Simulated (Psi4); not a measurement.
# AlSiNH6O (SMILES O[SiH2][NH][AlH2]) at MP3/6-31G(d) (spherical functions)

What is the vertical singlet–triplet gap of AlSiNH6O at MP3/6-31G* (spherical functions)? The job is set up through a Python script.

Program for the calculation: Psi4 1.11.

2 further runs of the same task are left out: 1 that didn't finish, 1 set aside as unsound or not needed.

### Step 1. Starting point

AlSiNH6O has 10 atoms, charge 0, and is taken as a singlet. SMILES: `O[SiH2][NH][AlH2]`. The shape is that of a PBE0-D4/def2-TZVP optimisation. This is one conformer, not always the lowest.

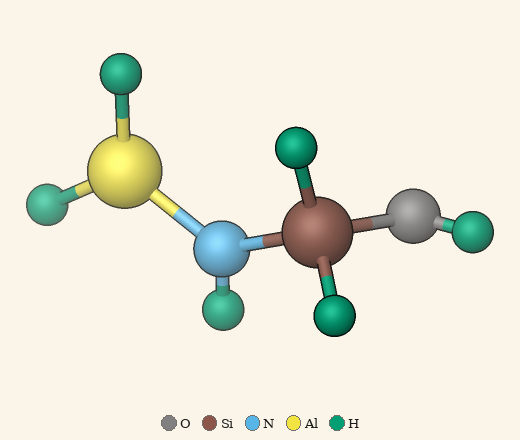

The structure, seen from a chosen angle (oxygen grey, silicon brown, nitrogen blue, aluminium yellow, hydrogen teal).

### Step 2. The energy at MP3/6-31G(d) (spherical functions)

Contents of alh6nosi.py:

```python
import psi4

psi4.set_memory('2200 MB')
psi4.set_num_threads(1)
psi4.core.set_output_file('run.log', False)

m = psi4.geometry("""
0 1
O     -1.817400    -0.693800    -1.056500
Si    -0.576600     0.373900    -0.851600
N      0.693300    -0.382300     0.009600
Al     1.233300    -0.094800     1.686300
H     -2.399800    -0.547900    -1.803100
H     -1.000200     1.543800    -0.039500
H     -0.142800     0.831300    -2.203200
H      1.159400    -1.127800    -0.493000
H      0.508400     1.030600     2.525200
H      2.425400    -0.984200     2.228700
symmetry c1
no_reorient
no_com
""")

psi4.set_options({
    'puream': True,
    'e_convergence': 1e-09,
    'd_convergence': 1e-08,
    'scf_type': 'pk',
    'num_frozen_docc': 12,
    'mp_type': 'conv',
})

E, wfn = psi4.energy("mp3/6-31G*", return_wfn=True)
print('E =', round(E, 9))
```

Command:

```bash
python alh6nosi.py
```

run.log:

```text
[...]
  Running in c1 symmetry.
[...]
  Nuclear repulsion =  207.762866418243419
[...]
  Multiplicity = 1
[...]
  Nalpha       = 24
  Nbeta        = 24
[...]
    Number of basis functions: 76
[...]
   @RHF iter   1:  -663.53983048456860   -1.00493e+00   7.95545e-03 ADIIS/DIIS
[...]
   @RHF iter  11:  -663.70995896959312   -7.50333e-12   6.84268e-09 DIIS
[...]
    Orbital Energies [Eh]
    ---------------------
    Doubly Occupied:
       1A    -68.786964     2A    -58.455199     3A    -20.551169
       4A    -15.527396     5A     -6.140909     6A     -4.882985
       7A     -4.247710     8A     -4.247267     9A     -4.246906
      10A     -3.198053    11A     -3.195596    12A     -3.194869
      13A     -1.332672    14A     -1.106652    15A     -0.741417
      16A     -0.652909    17A     -0.618543    18A     -0.570213
      19A     -0.536075    20A     -0.509554    21A     -0.470076
      22A     -0.449250    23A     -0.425889    24A     -0.408261
[...]
  @RHF Final Energy:  -663.70995896959312
   => Energetics <=
    Nuclear Repulsion Energy =            207.7628664182434193
    One-Electron Energy =               -1333.9525775820607123
    Two-Electron Energy =                 462.4797521942241474
    Total Energy =                       -663.7099589695931172
[...]
 Multipole Moments:
 ------------------------------------------------------------------------------------
     Multipole            Electronic (a.u.)      Nuclear  (a.u.)        Total (a.u.)
 ------------------------------------------------------------------------------------
 L = 1.  Multiply by 2.5417464519 to convert [e a0] to [Debye]
 Dipole X            :          2.2816425           -2.2208061            0.0608364
 Dipole Y            :          6.5786195           -6.5734123            0.0052072
 Dipole Z            :         -4.0204951            3.4578209           -0.5626742
 Magnitude           :                                                    0.5659774
[...]
	SCS-MP2 Total Energy (a.u.)        :  -664.17676904877032
	SOS-MP2 Total Energy (a.u.)        :  -664.17469405216957
[...]
	SOS-PI-MP2 Total Energy (a.u.)     :  -664.21044290467546
[...]
	MP2 Total Energy (a.u.)            :  -664.18091904197195
[...]
	SCS-MP3 Total Energy (a.u.)        :  -664.18295474972479
[...]
	MP3 Total Energy (a.u.)            :  -664.20566184578979
[...]
```

On the terminal:

```text
E = -664.205661846
```

Run time: 6.9 s. Hardware: 1 thread of AMD EPYC 7R43 (Zen 3), shared host; peak memory 0.4 GiB.

### Step 3. The triplet at the same level

Contents of job.py:

```python
import psi4

psi4.set_memory('2200 MB')
psi4.set_num_threads(1)
psi4.set_output_file('psi4.out', False)

m = psi4.geometry("""
0 3
O     -1.817400    -0.693800    -1.056500
Si    -0.576600     0.373900    -0.851600
N      0.693300    -0.382300     0.009600
Al     1.233300    -0.094800     1.686300
H     -2.399800    -0.547900    -1.803100
H     -1.000200     1.543800    -0.039500
H     -0.142800     0.831300    -2.203200
H      1.159400    -1.127800    -0.493000
H      0.508400     1.030600     2.525200
H      2.425400    -0.984200     2.228700
symmetry c1
""")

psi4.set_options({
    'basis': '6-31G*',
    'reference': 'uhf',
    'puream': True,
    'e_convergence': 1e-09,
    'd_convergence': 1e-08,
    'scf_type': 'pk',
    'num_frozen_docc': 12,
    'maxiter': 100,
    'mp_type': 'conv',
})

energy_value = psi4.energy('mp3')
print(f'mp3 energy: {energy_value:.10f} Eh')
```

Command:

```bash
python job.py
```

psi4.out:

```text
[...]
  Running in c1 symmetry.
[...]
  Nuclear repulsion =  207.762866418243391
[...]
  Multiplicity = 3
[...]
  Nalpha       = 25
  Nbeta        = 23
[...]
    Number of basis functions: 76
[...]
   @UHF iter   1:  -663.25673529254891   -7.21834e-01   8.28911e-03 ADIIS/DIIS
[...]
   @UHF iter  27:  -663.47890242966150   -1.70530e-12   4.98185e-09 DIIS
[...]
   @S^2 Observed:                2.046283075E+00
[...]
    Orbital Energies [Eh]
    ---------------------
    Alpha Occupied:
       1A    -68.783470     2A    -58.472120     3A    -20.545896
       4A    -15.511282     5A     -6.136881     6A     -4.902387
       7A     -4.243704     8A     -4.243184     9A     -4.243083
      10A     -3.220784    11A     -3.220221    12A     -3.213204
      13A     -1.327342    14A     -1.097331    15A     -0.736041
      16A     -0.685253    17A     -0.646732    18A     -0.596502
      19A     -0.583862    20A     -0.540015    21A     -0.522037
      22A     -0.480983    23A     -0.448420    24A     -0.414595
      25A     -0.172333
    Alpha Virtual:
[...]
  @UHF Final Energy:  -663.47890242966150
   => Energetics <=
    Nuclear Repulsion Energy =            207.7628664182433909
    One-Electron Energy =               -1333.5556893858624790
    Two-Electron Energy =                 462.3139205379575287
    Total Energy =                       -663.4789024296615025
  UHF NO Occupations:
  HONO-2 :   23  A 1.9778156
  HONO-1 :   24  A 1.0000000
[...]
 Multipole Moments:
 ------------------------------------------------------------------------------------
     Multipole            Electronic (a.u.)      Nuclear  (a.u.)        Total (a.u.)
 ------------------------------------------------------------------------------------
 L = 1.  Multiply by 2.5417464519 to convert [e a0] to [Debye]
 Dipole X            :          0.6986463           -0.5649356            0.1337107
 Dipole Y            :         -0.9887506            1.1974702            0.2087197
 Dipole Z            :          1.6635652           -1.6518771            0.0116881
 Magnitude           :                                                    0.2481513
[...]
	SCS-MP2 Total Energy (a.u.)        :  -663.94458095499147
	SOS-MP2 Total Energy (a.u.)        :  -663.94133742374231
[...]
	SOS-PI-MP2 Total Energy (a.u.)     :  -663.97690934636387
[...]
	MP2 Total Energy (a.u.)            :  -663.95106801749000
[...]
	SCS-MP3 Total Energy (a.u.)        :  -663.95129455164613
[...]
	MP3 Total Energy (a.u.)            :  -663.97792240410854
[...]
```

Standard output:

```text
mp3 energy: -663.9779224041 Eh
```

Run time: 11 s. Hardware: 1 thread of AMD EPYC 7R43 (Zen 3), shared host; peak memory 0.41 GiB.

### Step 4. What came out

Level: MP3/6-31G* (spherical functions), 12 core orbitals frozen.

| quantity | value |
| --- | --- |
| singlet: total energy | -664.20566 Eh |
| singlet: HOMO energy (Hartree–Fock orbitals) | -11.11 eV |
| singlet: LUMO energy (Hartree–Fock orbitals) | 1.85 eV |
| singlet: HOMO–LUMO gap (Hartree–Fock orbitals) | 12.96 eV |
| singlet: correlation energy (12 core orbitals frozen) | -495.7 mEh |
| triplet: total energy | -663.97792 Eh |
| triplet: HOMO energy (Hartree–Fock orbitals) (highest over α and β) | -4.69 eV |
| triplet: LUMO energy (Hartree–Fock orbitals) (lowest over α and β) | -3.59 eV |
| triplet: correlation energy (12 core orbitals frozen) | -499.0 mEh |
| triplet: ⟨S²⟩ of the reference determinant | 2.046 |
| vertical energy of the triplet above the singlet | 6.197 eV |

What this shows: At this shape the triplet lies 6.20 eV (143 kcal/mol) above the singlet.
